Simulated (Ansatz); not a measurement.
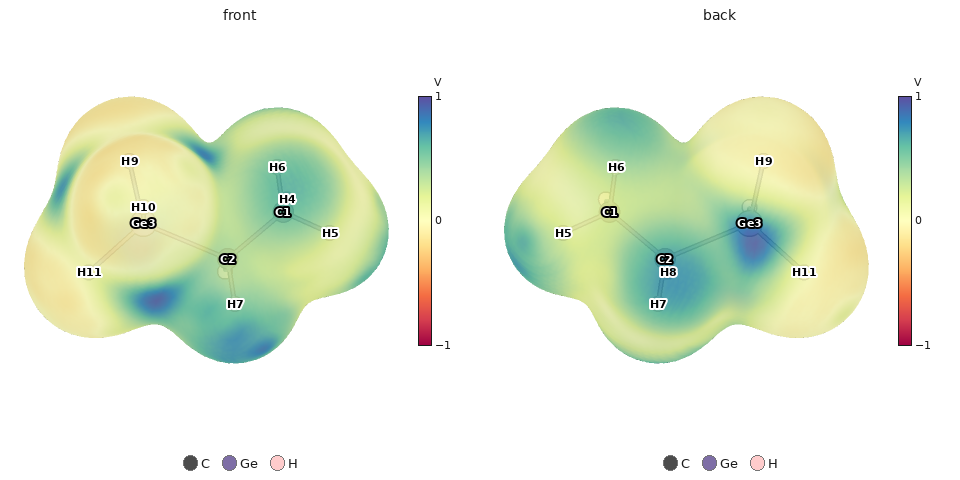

Figure 1: C2H8Ge (SMILES C[CH2][GeH3]). The electrostatic potential painted on the density surface at 0.002 e/bohr³, seen from the front and from behind; red is negative and blue positive.

Geometry: PBE0-D4/def2-TZVP.

Theory: Ansatz 0.2.0, RKS PBE0-D4/def2-TZVPP.

Input file:

```
crystal:
  periodic: [false, false, false]
  atoms:
    - {symbol: C, position_ang: [-0.776669, 1.150718, -0.363121]}
    - {symbol: C, position_ang: [-0.433720, -0.325670, -0.503252]}
    - {symbol: Ge, position_ang: [1.029299, -0.888377, 0.673541]}
    - {symbol: H, position_ang: [0.079538, 1.785876, -0.605055]}
    - {symbol: H, position_ang: [-1.594742, 1.436370, -1.030212]}
    - {symbol: H, position_ang: [-1.085539, 1.395497, 0.656551]}
    - {symbol: H, position_ang: [-0.142417, -0.561238, -1.530574]}
    - {symbol: H, position_ang: [-1.302036, -0.949806, -0.274735]}
    - {symbol: H, position_ang: [0.650420, -0.634196, 2.145366]}
    - {symbol: H, position_ang: [2.302319, -0.080055, 0.356577]}
    - {symbol: H, position_ang: [1.338745, -2.386121, 0.495314]}
basis:
  gaussian: {orbitals: def2-TZVPP}
hamiltonian: {xc: pbe0, dispersion: d4}
output: {orbitals: {seedname: orbitals}}
```

Command:

```sh
ansatz run in.yaml --threads 2 --pin off --events-out ev --progress --plain --max-ram 20480MiB --backend cpu
```

Which sites attract a positive test charge, and which a negative one?

Answer. A positive charge is drawn to the negative regions and a negative charge to the positive ones. The most negative region (about −0.1 V) lies over H9, H10 and H11, the most positive (about +0.9 V) over Ge3 and H7.
